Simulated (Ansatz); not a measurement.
**CH$_{7}$NO$_{3}$Zr: density, localisation and related maps**

The calculation's input:

```
crystal:
  periodic: [false, false, false]
  atoms:
    - {symbol: C, position_ang: [1.261080, -1.326382, 1.073480]}
    - {symbol: N, position_ang: [0.946125, -0.612712, -0.145219]}
    - {symbol: Zr, position_ang: [-0.579468, 0.688872, -0.488071]}
    - {symbol: O, position_ang: [-2.200653, -0.270458, -0.976725]}
    - {symbol: O, position_ang: [-0.023250, 1.795052, -1.977718]}
    - {symbol: O, position_ang: [-0.901876, 1.618444, 1.182597]}
    - {symbol: H, position_ang: [0.557637, -1.045911, 1.862709]}
    - {symbol: H, position_ang: [1.194450, -2.415506, 0.954023]}
    - {symbol: H, position_ang: [2.265648, -1.091778, 1.447197]}
    - {symbol: H, position_ang: [1.616787, -0.813473, -0.876421]}
    - {symbol: H, position_ang: [-2.645114, -1.095629, -1.148266]}
    - {symbol: H, position_ang: [-0.137822, 2.389817, -2.712490]}
    - {symbol: H, position_ang: [-1.353534, 2.179661, 1.804905]}
basis:
  gaussian: {orbitals: def2-TZVPP}
hamiltonian: {xc: pbe0, dispersion: d4}
output: {orbitals: {seedname: orbitals}}
```

Command:

```sh
ansatz run in.yaml --threads 8 --pin off --events-out ev --progress --plain --max-ram 18278MiB
```

Geometry: PBE0-D4/def2-TZVP; core potentials replace the inner electrons of Zr.

Level of theory: RKS PBE0-D4/def2-TZVPP in Ansatz 0.2.0.

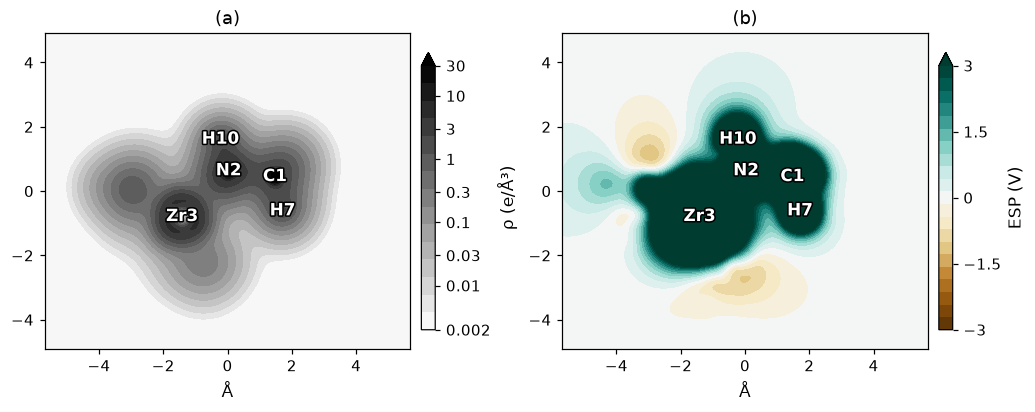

Figure 1. (a) electron density; (b) molecular electrostatic potential on the plane of atoms C1, N2 and H10.

**Read the bonding off the picture.**

The plane passes through C, N, Zr and H nuclei. C–N (1.45 Å): the density is about 1.9 e/Å³ at the midpoint. Zr–N (2.03 Å): ρ is about 0.85 e/Å³ halfway. N–H (1.01 Å): ρ at the midpoint is about 2.9 e/Å³. C–H (1.09 Å): ρ is about 2 e/Å³ halfway. Outside the dense part of the molecule the potential is most negative (−1.2 V) near O5, which lies off the plane.

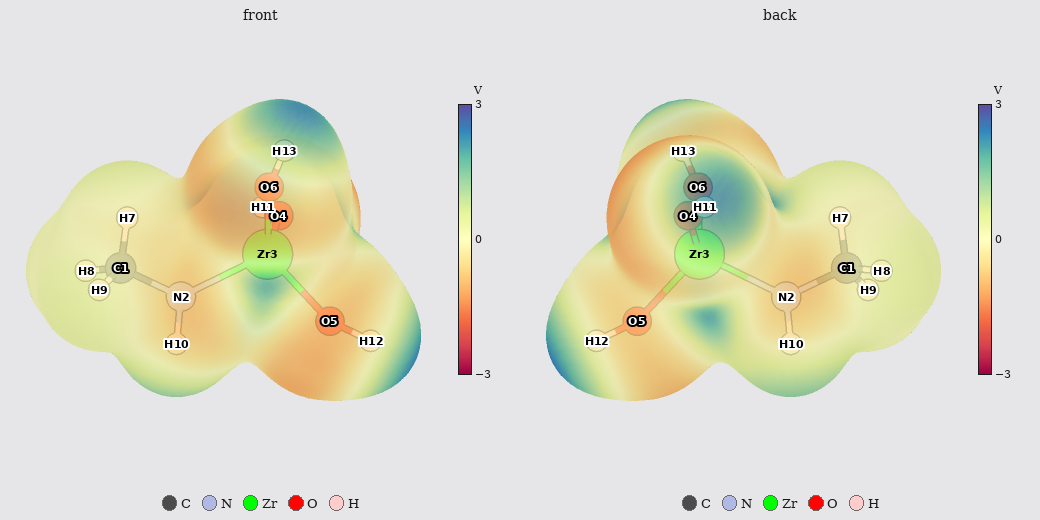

Figure 2. The molecular electrostatic potential painted on the density surface at 0.002 e/bohr³, seen from the front and from behind; red is negative and blue positive.

**Describe the electrostatic potential map.**

The most negative region (about −1.3 V) lies over O4, the most positive (about +2.3 V) over Zr3, H12 and H13. O4 is the likeliest acceptor of a hydrogen bond.

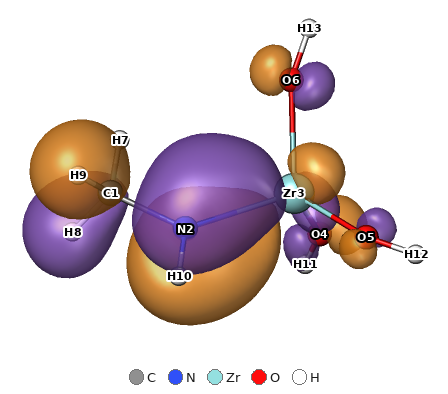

Figure 3. The HOMO at ±0.08 Å⁻³ᐟ² (orange and purple are the two phases), seen at a tilt.

**Describe this orbital and give its energy.**

It lies mainly on N2 (about 55 %), Zr3 (about 15 %) and C1 (about 10 %). Its energy is −6.44 eV.
